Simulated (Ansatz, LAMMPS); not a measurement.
**Glassy 70P2O5-10Al2O3-20CaO (mol %) (58 atoms): geometry optimisation**

How does glassy 70P2O5-10Al2O3-20CaO (mol %) (58 atoms) relax, and what do bonds, charges and levels look like afterwards?

Main program and level: Ansatz 0.2.0; Kohn-Sham DFT, PBE, PAW (set soft_2), plane waves.

### 1. Starting point

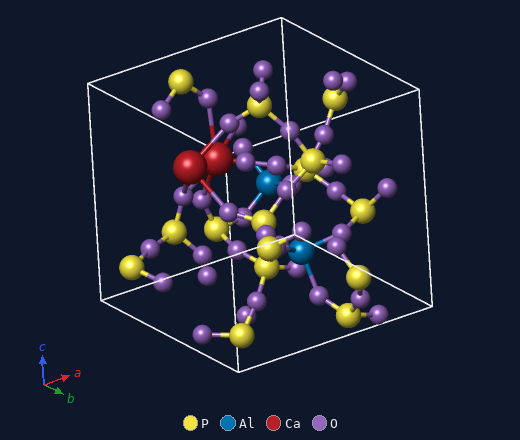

The starting structure, seen from a free direction (phosphorus yellow, aluminium blue, calcium red, oxygen purple). Bonds to atoms that aren't drawn are left out. Some periodic images of atoms are drawn too.

The cell holds 58 atoms: 14 P, 2 Al, 2 Ca and 40 O. Its edges and angles: a = 9.314 Å, b = 9.314 Å, c = 9.314 Å, α = 90.0°, β = 90.0°, γ = 90.0°. 58 atoms (14 P, 2 Al, 2 Ca, 40 O) placed at random at 2.49 g/cm³, melted at 4000 K for 10 ps at fixed volume with the Morse and Coulomb pair potential with partial charges (Pedone, Malavasi, Menziani, Cormack and Segre, J. Phys. Chem. B 110, 11780 (2006)). Quenched from 4000 K to 300 K at 5 K/ps and fixed volume, held 10 ps at zero pressure.

Limits known from the start: The quench rate of 5 K/ps is orders of magnitude faster than experiment, which tends to freeze in extra defects. The network of bonds at the start is that of the classical potential that made the cell. Only the Γ point is sampled, in a cell whose shortest periodic width is 9 Å.

### 2. Single point at the start

A single point comes first, to see the forces before anything moves.

input.yaml reads:

```yaml
crystal:
  lattice:
    - [9.31379, 0.0, 0.0]
    - [0.0, 9.31379, 0.0]
    - [0.0, 0.0, 9.31379]
  atoms:
    - { symbol: P, position: [0.0704, 0.79662, 0.57121] }
    - { symbol: P, position: [0.07203, 0.13986, 0.17616] }
    - { symbol: P, position: [0.76602, 0.15011, 0.05607] }
    - { symbol: P, position: [0.54085, 0.79632, 0.70352] }
    [... 48 atom lines left out ...]
    - { symbol: O, position: [0.69328, 0.23975, 0.1719] }
    - { symbol: O, position: [0.73423, 0.98942, 0.03956] }
    - { symbol: O, position: [0.12191, 0.9261, 0.65265] }
    - { symbol: O, position: [0.40128, 0.88941, 0.70685] }
    - { symbol: O, position: [0.36282, 0.35892, 0.9399] }
    - { symbol: O, position: [0.0959, 0.66224, 0.65412] }
kpoints:
  mp_grid: { grid: [1, 1, 1] }
hamiltonian:
  xc: pbe
scf:
  occupations: { method: fermi_dirac, width: 0.05 }
output:
  forces: true
  stress: true
  populations: true
  dos:
    method: { smearing: { sigma: 0.08 } }
    de: 0.1
    projected: { site_lists: { Al: [Al], Ca: [Ca], O: [O], P: [P] } }
  eigenvalues: true
```

The run is started by

```bash
$ ansatz run input.yaml --threads 4 --pin off --max-ram 8192MiB --backend cpu --events-out ev --progress --plain --runs-dir out
```

Run time: 5.9 s. Hardware: 4 threads of Arm Neoverse V2, shared host; peak memory 0.88 GiB.

Read from the output:

| Property | Result |
| --- | --- |
| free energy | -38006.0292 eV |
| free energy per atom | -655.2764 eV/atom |
| SCF cycles | 10 |
| pressure | 4.329 GPa |
| r.m.s. force component | 1.506 eV/Å |
| longest force | 6.626 eV/Å |
| Fermi energy | 5.201 eV |
| gap (highest filled to lowest empty level) | 2.135 eV |
| spilling of the projection | 0.01763 |

The r.m.s. force component of 1.5 eV/Å and the pressure of 4.3 GPa set the starting point.

Neighbours are counted within 1.98 Å (O-P), 2.27 Å (O-Al), 2.83 Å (O-Ca).

Length of the force by element and coordination:

```csv
element,coordination,atoms,mean length of the force (eV/Å),spread,least,most
Al,all,2,2.38,0.0491,2.33,2.43
Ca,all,2,1.43,0.158,1.27,1.58
O,all,40,1.75,0.890,0.575,4.09
O,1,8,1.22,0.325,0.695,1.52
O,2,30,1.85,0.950,0.575,4.09
O,3,2,2.36,0.511,1.85,2.87
P,all,14,3.78,1.33,2.01,6.63
```

### 3. Relaxation

The atoms are relaxed in the fixed cell, aiming at the force tolerance of the input.

input.yaml, the sections that differ from step 2:

```yaml
output:
  forces: true
relax:
  f_tol: 0.03
  max_steps: 200
# crystal, kpoints, hamiltonian, scf: as in step 2
```

Wall time 69 s (4 threads); peak memory 0.86 GiB.

Relaxation path (22 of 23):

```csv
step,energy less that of the first step (eV),largest force component (eV/Å)
1,0.0000,6.3279
2,-2.3500,4.8808
3,-4.8623,1.1974
4,-5.5768,1.0188
5,-6.0667,0.8718
6,-6.6164,0.4722
7,-6.9234,0.5870
8,-7.1631,0.3664
9,-7.2804,0.2956
10,-7.3386,0.3452
11,-7.4552,0.3488
13,-7.5810,0.4399
14,-7.6262,0.2151
15,-7.6683,0.3448
16,-7.6916,0.2147
17,-7.7032,0.0913
18,-7.7038,0.1656
19,-7.7180,0.0923
20,-7.7201,0.0333
21,-7.7194,0.1036
22,-7.7221,0.0343
23,-7.7228,0.0163
```

Relaxation step 21 was tried and not accepted.

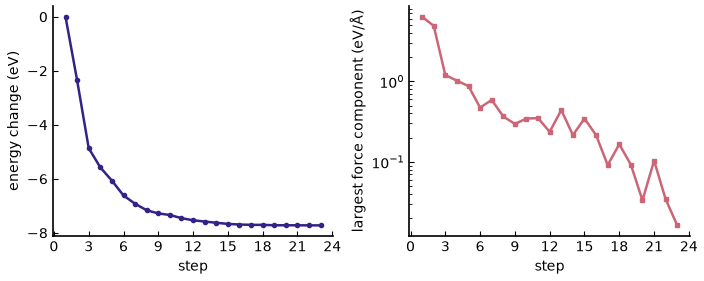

Energy and largest force along the relaxation.

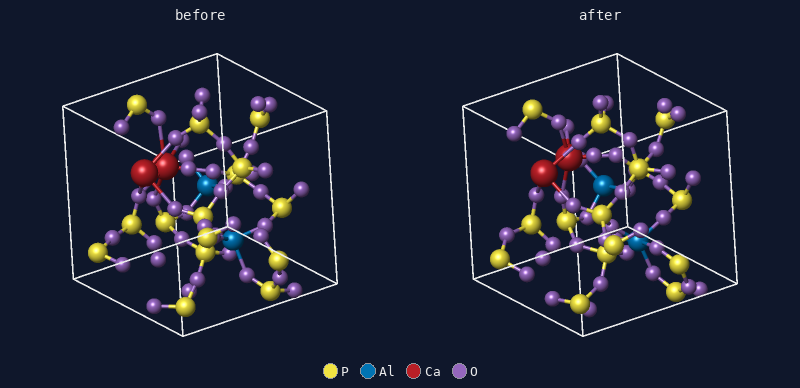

The structure before and after the relaxation, drawn at the same scale. Bonds to atoms that aren't drawn are left out.

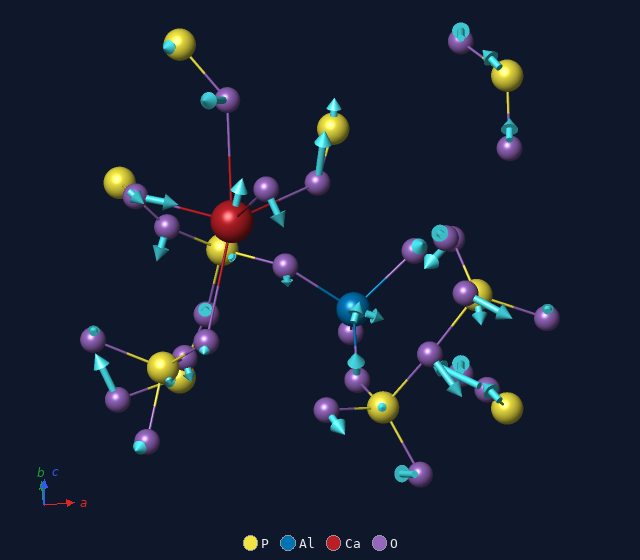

Displacements in the relaxation, exaggerated; the longest in the cell stands for 1.14 Å. Drawn is a slice 6 Å thick, seen at a slant to the ac plane. Bonds to atoms that aren't drawn are left out.

The atoms that moved most (Å):

```csv
atom,dx,dy,dz,length
O19,-0.818,0.793,-0.118,1.145
O43,-0.410,-0.651,0.615,0.985
O52,0.119,0.173,0.897,0.922
O20,-0.154,0.134,-0.892,0.915
O49,0.094,-0.805,0.309,0.868
O50,-0.241,0.792,0.219,0.856
O39,-0.459,-0.684,0.063,0.826
O42,0.656,-0.451,-0.130,0.807
```

The relaxation changed the energy by -133 meV/atom, and atoms moved by 0.56 Å r.m.s., 1.1 Å at most.

### 4. Distances and neighbours after relaxation

Bonds before and after, by the cutoffs listed below:

```csv
pair,bonds before,bonds after,mean before (Å),mean after (Å),spread before (Å),spread after (Å)
O-P,56,56,1.532,1.564,0.036,0.072
O-Al,8,9,1.747,1.815,0.060,0.073
O-Ca,10,9,2.451,2.305,0.147,0.117
```

Density 2.48 g/cm³, 13.93 Å³ an atom.

g(r), total and by pair (bins of 0.2 Å):

```csv
r (Å),total,O-O,O-P,O-Al,O-Ca,P-P,P-Al
1.40,1.23,0.00,3.69,0.00,0.00,0.00,0.00
1.60,3.04,0.00,9.16,0.00,0.00,0.00,0.00
1.80,0.60,0.00,0.38,10.03,0.00,0.00,0.00
2.00,0.05,0.00,0.00,1.08,0.00,0.00,0.00
2.20,0.19,0.00,0.00,0.00,4.06,0.00,0.00
2.40,0.61,1.06,0.00,0.00,2.23,0.00,0.00
2.60,2.18,4.52,0.00,0.00,0.58,0.00,0.00
2.80,0.36,0.56,0.07,0.00,0.00,0.40,2.78
3.00,0.98,1.17,0.19,0.88,0.45,5.11,0.00
3.20,0.79,0.88,0.61,0.00,0.41,0.32,7.91
3.40,1.04,0.93,1.58,0.00,0.36,0.00,0.00
3.60,0.81,0.62,1.02,1.88,0.32,0.26,0.00
3.80,1.00,0.56,1.57,1.68,1.41,0.45,0.00
4.00,1.17,0.63,2.07,2.52,0.52,0.20,0.00
4.20,1.02,0.80,1.33,1.34,1.36,0.73,0.68
4.40,1.08,1.21,0.86,0.83,1.44,1.50,1.20
4.60,0.98,0.99,0.76,0.58,1.69,2.02,0.56
```

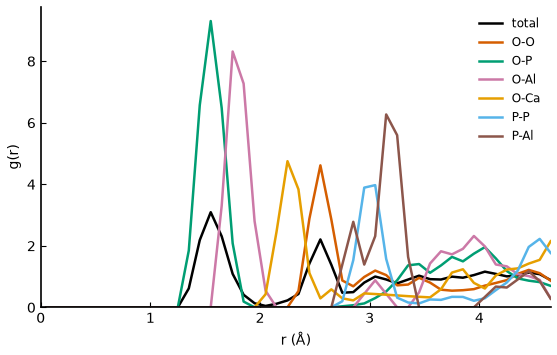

Pair distribution functions, lightly smoothed.

Bonds by pair of elements; cutoffs follow the first minimum of g(r), held within bounds set by covalent radii, and pairs that aren't listed don't count as bonded:

```csv
pair A-B,cutoff (Å),bonds,mean length (Å),spread (Å),shortest (Å),B about A,A about B
O-P,2.11,56,1.56,0.072,1.46,1.4,4
O-Al,2.33,9,1.81,0.073,1.73,0.225,4.5
O-Ca,2.83,9,2.31,0.117,2.19,0.225,4.5
```

How many atoms have how many bonded neighbours:

```csv
element,mean,1,2,3,4,5
Al,4.5,0,0,0,1,1
Ca,4.5,0,0,0,1,1
O,1.85,7,32,1,0,0
P,4,0,0,0,14,0
```

Bond angles (no mean is given where the spread exceeds 20°):

```csv
angle,count,mean (°),spread (°)
O-P-O,84,109,6.2
P-O-P,16,139,10.9
O-Al-O,16,-,-
O-Ca-O,16,-,-
Ca-O-P,9,144,14.5
```

Oxygen atoms by the number of network formers (Si, P, Ge, B, Al, As, Ga) bound to them:

```csv
network formers bound to O,O atoms,per cent
0,0,0
1,15,37.5
2,25,62.5
```

Network units: each former by its oxygen neighbours and how many of them bridge to another former:

```csv
former,O neighbours,bridging O,atoms
P,4,2,3
P,4,3,9
P,4,4,2
Al,4,4,1
Al,5,5,1
```

Bond length by coordination (bonds to H left out):

```csv
element,coordination,atoms,mean bond length (Å)
Al,4,1,1.77
Al,5,1,1.85
Ca,4,1,2.26
Ca,5,1,2.34
O,1,7,1.47
O,2,32,1.69
O,3,1,2.01
```

Rings of the network by King's shortest-path rule, up to 12 atoms, one path for each pair of neighbours; H, halogens, alkali and alkaline-earth atoms are left out, and the last column divides by all other atoms, bonded or not:

```csv
ring size (atoms),rings,per network atom
6,1,0.018
10,1,0.018
12,3,0.054
```

For some of the pairs, g(r) has its first main peak near 2.5 Å (O-O), 1.6 Å (O-P), 1.8 Å (O-Al), 2.3 Å (O-Ca) and 3.0 Å (P-P). By these cutoffs 50 % of Al atoms have 4 and as many 5, 50 % of Ca atoms have 4 and as many 5, 80 % of O atoms have 2 and all P atoms have 4 bonded neighbours. The O-P-O angle averages 109° with a spread of 6°. 62 % of the oxygens bridge two formers (P and Al) and 38 % are non-bridging. The commonest P unit has 4 oxygens, 3 of them shared with other formers (9 of 14 atoms). Rings of 12 atoms are the most common (60 % of those counted); sizes run from 6 to 12, where the search stops.

### 5. Single point at the relaxed geometry

One more single point at the end of the walk gives the fuller output and checks the residual forces.

input.yaml reads:

```yaml
crystal:
  lattice:
    - [9.31379, 0.0, 0.0]
    - [0.0, 9.31379, 0.0]
    - [0.0, 0.0, 9.31379]
  atoms:
    - { symbol: P, position: [0.09728, 0.76913, 0.56075] }
    - { symbol: P, position: [0.06589, 0.16495, 0.14929] }
    - { symbol: P, position: [0.76445, 0.20812, 0.03262] }
    - { symbol: P, position: [0.54345, 0.81255, 0.73692] }
    [... 48 atom lines left out ...]
    - { symbol: O, position: [0.65785, 0.29451, 0.12615] }
    - { symbol: O, position: [0.73178, 0.04363, 0.0629] }
    - { symbol: O, position: [0.12952, 0.91917, 0.62149] }
    - { symbol: O, position: [0.41036, 0.90201, 0.69127] }
    - { symbol: O, position: [0.38564, 0.32286, 0.89622] }
    - { symbol: O, position: [0.15813, 0.64789, 0.64614] }
kpoints:
  mp_grid: { grid: [1, 1, 1] }
hamiltonian:
  xc: pbe
scf:
  occupations: { method: fermi_dirac, width: 0.05 }
output:
  forces: true
  stress: true
  populations: intrinsic
  dos:
    method: { smearing: { sigma: 0.08 } }
    de: 0.1
    projected: { site_lists: { Al: [Al], Ca: [Ca], O: [O], P: [P] } }
  eigenvalues: true
  write_density: true
  write_potential: true
  volumetric_format: npy
  elf: true
```

Wall time 6.1 s (4 threads); peak memory 0.89 GiB; 22 s of CPU time.

The run gave:

- free energy: -38013.7520 eV
- free energy per atom: -655.4095 eV/atom
- SCF cycles: 9
- pressure: 0.4141 GPa
- r.m.s. force component: 0.00591 eV/Å
- longest force: 0.02116 eV/Å
- Fermi energy: 4.818 eV
- gap (highest filled to lowest empty level): 4.425 eV

Intrinsic-atomic-orbital charges by element and coordination:

```csv
element,coordination,atoms,mean charge (e),spread,least,most
Al,all,2,1.36,0.0072,1.35,1.36
Al,4,1,1.35,0,1.35,1.35
Al,5,1,1.36,0,1.36,1.36
Ca,all,2,1.77,0.0052,1.76,1.77
Ca,4,1,1.77,0,1.77,1.77
Ca,5,1,1.76,0,1.76,1.76
O,all,40,-0.911,0.0743,-1.09,-0.817
O,1,7,-0.929,0.0214,-0.967,-0.904
O,2,32,-0.907,0.0818,-1.09,-0.817
O,3,1,-0.939,0,-0.939,-0.939
P,all,14,2.16,0.0459,2.09,2.24
```

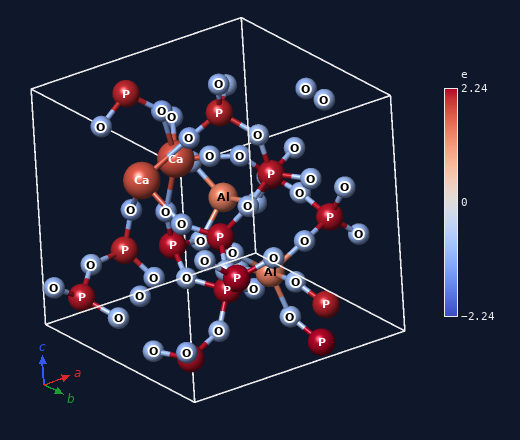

Atoms coloured by intrinsic-atomic-orbital charge. Bonds to atoms that aren't drawn are left out. Some periodic images of atoms are drawn too.

States in the cell by windows of 1 eV, zero at the Fermi level; the larger projections on atomic orbitals stand beside the total:

```csv
from (eV),to (eV),total,O p,P p,O s
-14,-13,6.0,3.5,0.8,0.6
-13,-12,6.0,3.7,1.0,0.5
-12,-11,8.3,5.3,1.6,0.6
-11,-10,10.5,7.3,2.1,0.3
-10,-9,8.7,6.1,1.2,0.6
-9,-8,10.6,7.4,1.2,1.2
-8,-7,24.3,18.4,2.4,2.4
-7,-6,33.2,27.3,2.3,2.2
-6,-5,33.8,30.3,1.2,1.1
-5,-4,34.5,31.7,1.1,0.8
-4,-3,37.3,34.9,1.1,0.3
-3,-2,22.8,21.6,0.5,0.1
-2,2,0.0,0.0,0.0,0.0
2,3,2.0,0.2,0.1,0.4
3,4,8.0,1.1,1.8,1.3
4,5,26.0,2.7,4.7,2.0
```

The curve was stored every 0.100 eV, coarse against its broadening of 0.08 eV, so these counts are rough.

Between -26 and -14 eV lie 96 more states.

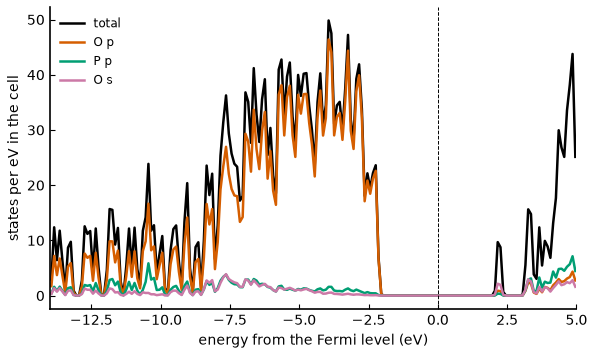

Total and projected density of states, with the broadening of the input.

The levels nearest the highest filled one (over half full), pooled over k-points and spins:

```csv
level less the highest filled one (eV),occupation
-0.472,2
-0.337,2
-0.268,2
-0.152,2
-0.0611,2
0,2
4.42,0
5.46,0
5.58,0
5.89,0
6.12,0
6.36,0
```

Mean intrinsic-atomic-orbital charges: Al +1.36, Ca +1.77, O -0.91, P +2.16 e.

### 6. What came out

| Item | Value |
| --- | --- |
| energy change in the relaxation | -133.2 meV/atom |
| r.m.s. displacement | 0.562 Å |
| largest displacement | 1.145 Å |
| free energy per atom | -655.4095 eV/atom |
| pressure | 0.4141 GPa |
| r.m.s. force component | 0.00591 eV/Å |
| gap (highest filled to lowest empty level) | 4.425 eV |
| wall time of the 3 DFT runs | 81 s |

**Reading.** Relaxation lowers the energy by 133 meV/atom and moves atoms by 0.56 Å r.m.s.; the r.m.s. force component goes from 1.5 to 0.0059 eV/Å, the pressure goes from 4.3 to 0.41 GPa, and the gap from 2.13 to 4.42 eV. By the final cutoffs 1 of 74 bonded pairs parted and 1 joined. From the first step to the last the energy fell by 7.723 eV, and the largest move was 1.14 Å (O19). The O-Ca bonds change most in mean length: from 2.451 Å (spread 0.147) to 2.305 Å (spread 0.117), and their number from 10 to 9. By these cutoffs 50 % of Al atoms have 4 and as many 5, 50 % of Ca atoms have 4 and as many 5, 80 % of O atoms have 2 and all P atoms have 4 bonded neighbours. 62 % of the oxygens bridge two formers (P and Al) and 38 % are non-bridging. Between filled and empty levels lie 4.42 eV (at Γ alone); a semilocal functional tends to put such gaps too low. In a disordered cell it changes from sample to sample, and tail or defect levels can set it.

Caveats: The starting topology of bonds comes from the classical model; in DFT 1 of its 74 bonded pairs passed out of the cutoffs and 1 came within them. The stress is far from hydrostatic: its diagonal is -1.6, 2.6, 0.3 GPa, compression counted positive.

[Logs are printed without paths, hosts, clocks, repeated set-up lines and the standing remarks that a program may print on its own settings, such as how far it seeks lower states.]

[Hosts, paths, dates, database ids (printed as entryN), source tags and the programs' standing remarks are cut or masked in the printed files.]
